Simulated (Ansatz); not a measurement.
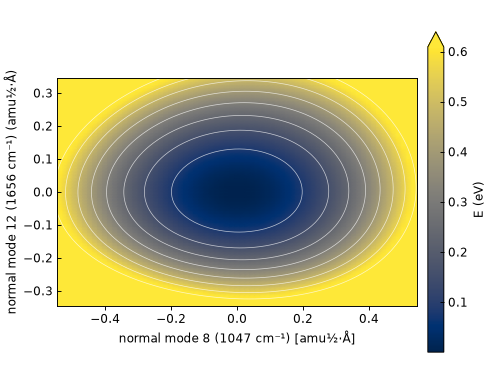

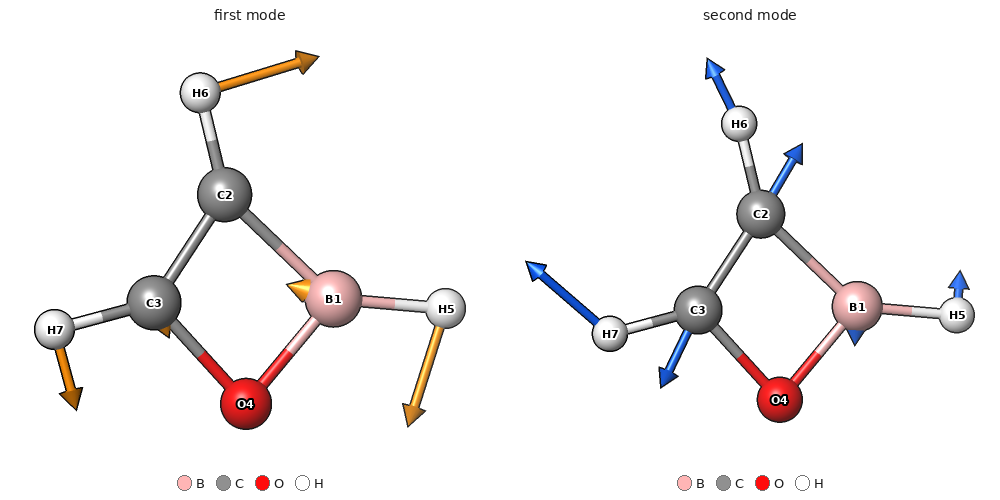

Energy landscape of C2H3BO, SMILES B1C=CO1. Coordinates scanned: (1) normal mode 8 (1047 cm⁻¹); (2) normal mode 12 (1656 cm⁻¹). Nothing is relaxed (straight displacements along the two mass-weighted modes). The scan uses an 11 × 11 grid. Points are written as (first, second). Energies are in eV, from the relaxed molecule at the same level. These are results of RKS BHLYP-D4/def2-TZVP (Ansatz), not measurements.

Drawn: a smooth colour map with a few white contour lines, one colour for all values above the top of the scale. Between grid points the surface is interpolated. The second picture is the structure at the lowest point

Question: What does the map say about the system?

Answer: The lowest grid point is at (0.000 amu½·Å, 0.000 amu½·Å), 0.00 eV from the relaxed molecule at the same level. It is the only kind of minimum in the scanned range. The highest grid point, (−0.546 amu½·Å, −0.345 amu½·Å), lies 1.45 eV above the lowest.

Grid values (eV):

| second ↓, first → | −0.546 | −0.437 | −0.327 | −0.218 | −0.109 | 0.000 | 0.109 | 0.218 | 0.327 | 0.437 | 0.546 |
| --- | --- | --- | --- | --- | --- | --- | --- | --- | --- | --- | --- |
| 0.345 | 1.20 | 0.96 | 0.76 | 0.63 | 0.54 | 0.50 | 0.51 | 0.57 | 0.68 | 0.84 | 1.05 |
| 0.276 | 1.01 | 0.77 | 0.58 | 0.45 | 0.37 | 0.33 | 0.35 | 0.41 | 0.52 | 0.69 | 0.91 |
| 0.207 | 0.85 | 0.61 | 0.43 | 0.30 | 0.22 | 0.19 | 0.21 | 0.28 | 0.40 | 0.57 | 0.79 |
| 0.138 | 0.72 | 0.49 | 0.31 | 0.19 | 0.12 | 0.09 | 0.11 | 0.18 | 0.30 | 0.48 | 0.71 |
| 0.069 | 0.65 | 0.42 | 0.24 | 0.12 | 0.05 | 0.02 | 0.05 | 0.12 | 0.24 | 0.42 | 0.66 |
| 0.000 | 0.62 | 0.39 | 0.22 | 0.10 | 0.02 | 0.00 | 0.02 | 0.10 | 0.22 | 0.41 | 0.65 |
| −0.069 | 0.64 | 0.42 | 0.24 | 0.12 | 0.05 | 0.02 | 0.05 | 0.12 | 0.25 | 0.43 | 0.68 |
| −0.138 | 0.73 | 0.51 | 0.33 | 0.21 | 0.13 | 0.10 | 0.13 | 0.20 | 0.32 | 0.51 | 0.76 |
| −0.207 | 0.89 | 0.66 | 0.48 | 0.35 | 0.27 | 0.24 | 0.26 | 0.33 | 0.46 | 0.64 | 0.89 |
| −0.276 | 1.13 | 0.89 | 0.71 | 0.57 | 0.49 | 0.45 | 0.46 | 0.53 | 0.65 | 0.83 | 1.08 |
| −0.345 | 1.45 | 1.21 | 1.02 | 0.87 | 0.78 | 0.74 | 0.74 | 0.80 | 0.92 | 1.09 | 1.34 |

The whole map (121 points run) took 8.5 min on 1 thread of Intel(R) Xeon(R) Platinum 8488C (Sapphire Rapids), on a shared host.
